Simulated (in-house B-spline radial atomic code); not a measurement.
# Kr⁹⁺: numerical settings, good and bad

Aim: try Kr⁹⁺ with numerical settings changed, some of them on purpose beyond sense, against a run with standard settings.

Program: in-house B-spline radial atomic code version 1. Level of theory: scalar-relativistic (spin-free one-electron X2C) Hartree-Fock, spin-polarised, average of configuration, Fermi nucleus, basis-set limit. These are calculated values, not measurements, unless marked.

### 1 Starting point

```
element       : krypton (Z = 36)
charge        : +9
electrons     : 27
configuration : [Ar] 3d9
Hamiltonian   : scalar-relativistic (X2C)
nucleus       : Fermi, rms radius 4.188 fm
```

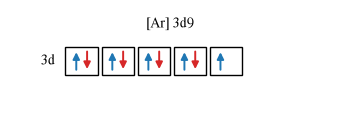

Outer shells as boxes.

Where spins are not typed, each open shell is filled with up spins first.

A run counts as converged when the orbital gradient is under the tolerance times 36 hartree (or under the basis's noise floor) and the energy moved by less than 1e-8 hartree times the root of its size. Energy differences under 8e-06 hartree are noise.

Settings of the run:

```ini
Z = 36
electrons = 27.0
configuration = [Ar] 3d9
hamiltonian = x2c
method = hf
spin_polarised = True
nucleus = fermi
rms_radius = 4.1884
mass_number = 84
atomic_mass = 83.91149772708
speed_of_light = 137.035999084
knot_spacing = 0.22
spline_order = 8
gauss_points = 12
box_radius = 6.19
max_iterations = 70
damping = 0.5
damped_steps = 3
diis_vectors = 10
tolerance = 1e-08
start = Thomas-Fermi
```

This reference run was done before. Its total energy is -2761.622297 hartree, and its levels are (the highest eight at most):

```csv
orbital,occupation,energy (eV),<r> (bohr)
2p up,3,-1910.62,0.1599
2p down,3,-1908.38,0.1597
3s up,1,-477.59,0.5203
3s down,1,-473.35,0.5212
3p up,3,-401.14,0.5269
3p down,3,-395.98,0.5285
3d up,5,-275.05,0.5232
3d down,4,-272.21,0.5253
```

### 2 Spline order 3; box radius 0.37; cap on iterations 50; number of damped steps 0

Settings: those of step 1 with these lines changed.

```diff
@@ -12,8 +12,8 @@
 knot_spacing = 0.22
-spline_order = 8
+spline_order = 3
 gauss_points = 12
-box_radius = 6.19
-max_iterations = 70
+box_radius = 0.37
+max_iterations = 50
 damping = 0.5
-damped_steps = 3
+damped_steps = 0
 diis_vectors = 10
```

The run is started by

```
> python run_scf.py task.json out
```

The settings of every run stand in task.json; they run in order.

Main fields of the result record, rounded:

```text
{
  "status": "converged",
  "warnings": ["2s up reaches the box edge", "2s down reaches the box edge", "2p up reaches the box edge", "2p down reaches the box edge", "3s up has a positive eigenvalue: unbound, held by the box", "3s down has a positive eigenvalue: unbound, held by the box", "3p up has a positive eigenvalue: unbound, held by the box", "3p down has a positive eigenvalue: unbound, held by the box", "3d up has a positive eigenvalue: unbound, held by the box", "3d down has a positive eigenvalue: unbound, held by the box"],
  "scf [iteration, energy, orbital gradient]": [
    [1, -1593.72199265, 1.92],
    [2, -1601.02939593, 0.117],
    [3, -1601.05565805, 0.000961],
    [4, -1601.05565903, 3.21e-05],
    [5, -1601.05565903, 3.65e-07],
    [6, -1601.05565903, 4.71e-09]
  ],
  "energy [hartree]": {"total": -1601.05565903, "kinetic": 5495.89905283, "nuclear": -8741.0195812, "coulomb": 1790.74534785, "exact_exchange": -146.680478521},
  "orbitals [hartree, bohr; first row names the columns]": [
    ["name", "occ", "eps", "<r>"],
    ["1s up", 1.0, -479.87294, 0.041332],
    ["1s down", 1.0, -479.8603, 0.041328],
    ["2s up", 1.0, -38.185585, 0.17321],
    ["2s down", 1.0, -37.747562, 0.1731],
    ["2p up", 3.0, -28.205842, 0.15496],
    ["2p down", 3.0, -27.747459, 0.15473],
    ["3s up", 1.0, 99.540818, 0.20982],
    ["3s down", 1.0, 99.730223, 0.20994],
    ["3p up", 3.0, 87.0069, 0.20241],
    ["3p down", 3.0, 87.251972, 0.20265],
    ["3d up", 5.0, 58.142929, 0.21987],
    ["3d down", 4.0, 58.443298, 0.21988]
  ],
  "sum_r [bohr^k]": {"-1": 245.0326, "1": 4.97185, "2": 1.108017},
  "energy_minus_base [hartree]": 1160.56664
}
```

It took 0.07 s on 1 thread, shared host.

energy_minus_base is the energy less that of the reference run.

It converged, but the warnings show orbitals that are unbound or carry amplitude at the edge of the box (from a small box or a coarse basis), so the numbers can't be trusted as the atom's.

### 3 Knot spacing (logarithmic) 1; cap on iterations 75; damping (share of the old matrix) 0; convergence tolerance 1e-10; starting potential bare nucleus

Settings of the run:

```ini
Z = 36
electrons = 27.0
configuration = [Ar] 3d9
hamiltonian = x2c
method = hf
spin_polarised = True
nucleus = fermi
rms_radius = 4.1884
mass_number = 84
atomic_mass = 83.91149772708
speed_of_light = 137.035999084
knot_spacing = 1.0
spline_order = 8
gauss_points = 12
box_radius = 6.19
max_iterations = 75
damping = 0
damped_steps = 3
diis_vectors = 10
tolerance = 1e-10
start = bare nucleus
```

From the record:

```text
{
  "status": "converged",
  "warnings": ["2s up reaches the box edge", "2s down reaches the box edge", "2p up reaches the box edge", "2p down reaches the box edge", "3s up reaches the box edge", "3s down reaches the box edge"],
  "scf [iteration, energy, orbital gradient]": [
    [1, -2565.72157253, 14.4],
    [2, -2713.22462942, 3.84],
    [3, -2749.19456889, 2.45],
    [4, -2755.86170427, 0.905],
    [5, -2757.21663031, 0.439],
    [6, -2757.52893822, 0.00633],
    [7, -2757.5290108, 0.00085],
    [8, -2757.52901233, 6.32e-05],
    [9, -2757.52901234, 6.03e-06],
    [10, -2757.52901234, 1.06e-07]
  ],
  "energy [hartree]": {"total": -2757.52901234, "kinetic": 2836.58267702, "nuclear": -6487.78543547, "coulomb": 982.933889703, "exact_exchange": -89.2601435881},
  "orbitals [hartree, bohr; first row names the columns]": [
    ["name", "occ", "eps", "<r>"],
    ["1s up", 1.0, -536.43785, 0.041041],
    ["1s down", 1.0, -536.43699, 0.04104],
    ["2s up", 1.0, -78.057, 0.18846],
    ["2s down", 1.0, -77.967135, 0.18834],
    ["2p up", 3.0, -70.3517, 0.16135],
    ["2p down", 3.0, -70.266699, 0.16117],
    ["3s up", 1.0, -17.307896, 0.52905],
    ["3s down", 1.0, -17.153169, 0.53004],
    ["3p up", 3.0, -14.702353, 0.52939],
    ["3p down", 3.0, -14.512746, 0.53097],
    ["3d up", 5.0, -10.157193, 0.52071],
    ["3d down", 4.0, -10.05219, 0.52274]
  ],
  "sum_r [bohr^k]": {"-1": 182.2349, "1": 10.36113, "2": 5.835536},
  "energy_minus_base [hartree]": 4.09328485
}
```

It took 0.06 s on 1 thread, shared host.

It converged, but the warnings show orbitals that are unbound or carry amplitude at the edge of the box (from a small box or a coarse basis), so the numbers can't be trusted as the atom's.

### 4 Cap on iterations 50; number of DIIS vectors 20; convergence tolerance 0.0001

Settings of the run:

```ini
Z = 36
electrons = 27.0
configuration = [Ar] 3d9
hamiltonian = x2c
method = hf
spin_polarised = True
nucleus = fermi
rms_radius = 4.1884
mass_number = 84
atomic_mass = 83.91149772708
speed_of_light = 137.035999084
knot_spacing = 0.22
spline_order = 8
gauss_points = 12
box_radius = 6.19
max_iterations = 50
damping = 0.5
damped_steps = 3
diis_vectors = 20
tolerance = 0.0001
start = Thomas-Fermi
```

From the record:

```text
{
  "status": "converged",
  "scf [iteration, energy, orbital gradient]": [
    [1, -2728.92148649, 1.56],
    [2, -2755.24868816, 0.802],
    [3, -2760.97774205, 0.247],
    [4, -2761.5665496, 0.0732],
    [5, -2761.61158475, 0.0301],
    [6, -2761.62228773, 0.00117],
    [7, -2761.62229712, 6.4e-05],
    [8, -2761.62229718, 1.28e-05]
  ],
  "energy [hartree]": {"total": -2761.62229718, "kinetic": 2837.56093706, "nuclear": -6496.791954, "coulomb": 987.353164409, "exact_exchange": -89.7444446541},
  "orbitals [hartree, bohr; first row names the columns]": [
    ["name", "occ", "eps", "<r>"],
    ["1s up", 1.0, -536.11027, 0.04104],
    ["1s down", 1.0, -536.10931, 0.041039],
    ["2s up", 1.0, -78.730308, 0.1826],
    ["2s down", 1.0, -78.645343, 0.18246],
    ["2p up", 3.0, -70.214133, 0.1599],
    ["2p down", 3.0, -70.131621, 0.15971],
    ["3s up", 1.0, -17.551035, 0.52027],
    ["3s down", 1.0, -17.395381, 0.52121],
    ["3p up", 3.0, -14.741756, 0.52695],
    ["3p down", 3.0, -14.552162, 0.5285],
    ["3d up", 5.0, -10.107836, 0.52323],
    ["3d down", 4.0, -10.003435, 0.52527]
  ],
  "sum_r [bohr^k]": {"-1": 182.4856, "1": 10.33102, "2": 5.811307},
  "energy_minus_base [hartree]": 2.44563125e-09
}
```

Run time: 0.14 s. Hardware: 1 thread, shared host.

### 5 Spline order 6; cap on iterations 100; starting potential bare nucleus

Settings: those of step 4 with these lines changed.

```diff
@@ -12,10 +12,10 @@
 knot_spacing = 0.22
-spline_order = 8
+spline_order = 6
 gauss_points = 12
 box_radius = 6.19
-max_iterations = 50
+max_iterations = 100
 damping = 0.5
 damped_steps = 3
-diis_vectors = 20
-tolerance = 0.0001
-start = Thomas-Fermi
+diis_vectors = 10
+tolerance = 1e-08
+start = bare nucleus
```

From the record:

```text
{
  "status": "converged",
  "scf [iteration, energy, orbital gradient]": [
    [1, -2565.76980331, 5.35],
    [2, -2713.12651149, 1.57],
    [3, -2760.11731713, 0.489],
    [4, -2761.50032294, 0.192],
    [5, -2761.60452105, 0.0366],
    [6, -2761.62168797, 0.00719],
    [7, -2761.62229505, 0.000316],
    [8, -2761.62229558, 3.46e-05],
    [9, -2761.62229559, 2.74e-06],
    [10, -2761.62229559, 1.41e-07]
  ],
  "energy [hartree]": {"total": -2761.62229559, "kinetic": 2837.56084746, "nuclear": -6496.79185075, "coulomb": 987.353157606, "exact_exchange": -89.7444499025},
  "orbitals [hartree, bohr; first row names the columns]": [
    ["name", "occ", "eps", "<r>"],
    ["1s up", 1.0, -536.11027, 0.04104],
    ["1s down", 1.0, -536.10931, 0.041039],
    ["2s up", 1.0, -78.730314, 0.1826],
    ["2s down", 1.0, -78.645338, 0.18246],
    ["2p up", 3.0, -70.214138, 0.1599],
    ["2p down", 3.0, -70.131616, 0.15971],
    ["3s up", 1.0, -17.551039, 0.52026],
    ["3s down", 1.0, -17.395376, 0.52121],
    ["3p up", 3.0, -14.74176, 0.52695],
    ["3p down", 3.0, -14.552157, 0.5285],
    ["3d up", 5.0, -10.107842, 0.52323],
    ["3d down", 4.0, -10.003429, 0.52527]
  ],
  "sum_r [bohr^k]": {"-1": 182.4856, "1": 10.33102, "2": 5.811307},
  "energy_minus_base [hartree]": 1.5953824e-06
}
```

Wall time 0.16 s (1 thread, shared host).

### 6 Configuration [Ar] 3d9 5s2 5p6

Settings of the run:

```ini
Z = 36
electrons = 35.0
configuration = [Ar] 3d9 5s2 5p6
hamiltonian = x2c
method = hf
spin_polarised = True
nucleus = fermi
rms_radius = 4.1884
mass_number = 84
atomic_mass = 83.91149772708
speed_of_light = 137.035999084
knot_spacing = 0.22
spline_order = 8
gauss_points = 12
box_radius = 6.19
max_iterations = 50
damping = 0.5
damped_steps = 3
diis_vectors = 10
tolerance = 1e-08
start = Thomas-Fermi
```

From the record:

```text
{
  "status": "converged",
  "warnings": ["5s up reaches the box edge", "5s down reaches the box edge", "5p up reaches the box edge", "5p down reaches the box edge"],
  "scf [iteration, energy, orbital gradient]": [
    [1, -2773.33023126, 0.453],
    [2, -2774.03928275, 0.125],
    [3, -2774.18775742, 0.0379],
    [4, -2774.19778082, 0.0118],
    [5, -2774.1974374, 0.0047],
    [6, -2774.19769657, 0.00057],
    [7, -2774.19769536, 0.000133],
    [8, -2774.19769613, 2.84e-05],
    [9, -2774.19769612, 3.26e-06],
    [10, -2774.19769612, 6.97e-07],
    [11, -2774.19769612, 1.91e-07]
  ],
  "energy [hartree]": {"total": -2774.19769612, "kinetic": 2851.07636945, "nuclear": -6617.43705746, "coulomb": 1083.93141663, "exact_exchange": -91.7684247411},
  "orbitals [hartree, bohr; first row names the columns]": [
    ["name", "occ", "eps", "<r>"],
    ["1s up", 1.0, -532.78773, 0.041041],
    ["1s down", 1.0, -532.78671, 0.041041],
    ["2s up", 1.0, -75.474949, 0.18264],
    ["2s down", 1.0, -75.390953, 0.1825],
    ["2p up", 3.0, -66.949387, 0.15994],
    ["2p down", 3.0, -66.8678, 0.15975],
    ["3s up", 1.0, -14.375879, 0.52122],
    ["3s down", 1.0, -14.22085, 0.52216],
    ["3p up", 3.0, -11.565991, 0.52846],
    ["3p down", 3.0, -11.377218, 0.53002],
    ["3d up", 5.0, -6.922124, 0.52739],
    ["3d down", 4.0, -6.8185496, 0.52953],
    ["5s up", 1.0, -0.83125947, 2.819],
    ["5s down", 1.0, -0.82690303, 2.8266],
    ["5p up", 3.0, -0.53071305, 3.0543],
    ["5p down", 3.0, -0.52711113, 3.0626]
  ],
  "sum_r [bohr^k]": {"-1": 185.8378, "1": 34.37645, "2": 85.99104},
  "energy_minus_base [hartree]": -12.5753989
}
```

Wall time 0.19 s (1 thread, shared host).

It converged, but the warnings show orbitals that are unbound or carry amplitude at the edge of the box (from a small box or a coarse basis), so the numbers can't be trusted as the atom's.

### 7 Results

| run | outcome | iterations | energy less the reference (hartree) |
| --- | --- | --- | --- |
| reference | converged | 10 | 0 |
| spline order 3; box radius 0.37; cap on iterations 50; number of damped steps 0 | converged | 6 | +1.16e+03 |
| knot spacing (logarithmic) 1; cap on iterations 75; damping (share of the old matrix) 0; convergence tolerance 1e-10; starting potential bare nucleus | converged | 10 | +4.09 |
| cap on iterations 50; number of DIIS vectors 20; convergence tolerance 0.0001 | converged | 8 | below noise |
| spline order 6; cap on iterations 100; starting potential bare nucleus | converged | 10 | below noise |
| Configuration [Ar] 3d9 5s2 5p6 | converged | 11 | other system or model |

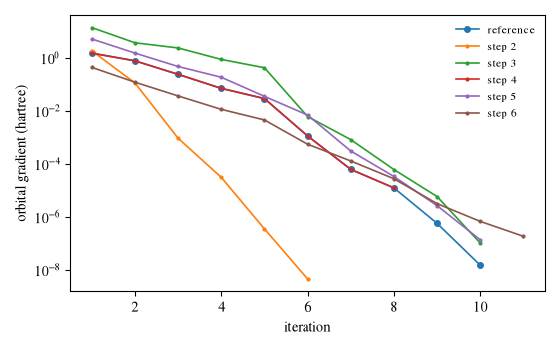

Orbital gradient by iteration.

What this shows: Of 5 changed inputs, 2 gave the reference energy within 1e-05 hartree, 2 converged to another value and 1 changed the system or the model. The worst converged miss is +1.16e+03 hartree (spline order 3; box radius 0.37; cap on iterations 50; number of damped steps 0): that the iterations converge says nothing of the basis, the quadrature or the box.
